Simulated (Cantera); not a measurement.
Input: 1 mol SiC, a varied amount of H2O, 110 mol N2, at 1102 °C and 0.0800 bar.

These are equilibrium values from Cantera (NASA tables, ideal gas, pure condensed phases), not measurements of a reactor. Candidate condensed phases: C, C6H6, C7H8, C8H18, H2O, Si, SiC, SiO2, Si2N2O, Si3N4; 151 gas species. N2 is the only nitrogen source here; it is nearly inert below about 1500 K, so the nitride shown seldom forms there in practice. Mutual solubility and eutectic melting of coexisting phases are not modelled. The tables hold silica as quartz up to 1696 K and as liquid above; real silica turns to tridymite and cristobalite and melts near 1996 K. The numbers say what is thermodynamically allowed, not how fast it happens.

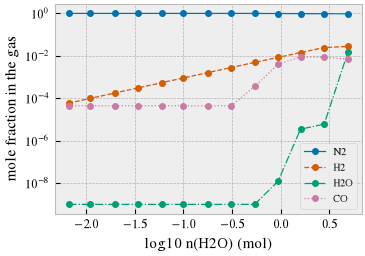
Figure: Equilibrium gas composition (values under 1e-9 drawn at 1e-9)

From 0.0066 mol H2O to 0.31 mol H2O the condensed part is C(graphite) + Si2N2O(s) + Si3N4(s). From 0.54 mol H2O to 0.94 mol H2O the condensed part is C(graphite) + Si2N2O(s). From 1.6 mol H2O to 2.8 mol H2O the condensed part is SiO2(β-quartz) + Si2N2O(s). At 4.9 mol H2O the condensed part is SiO2(β-quartz).
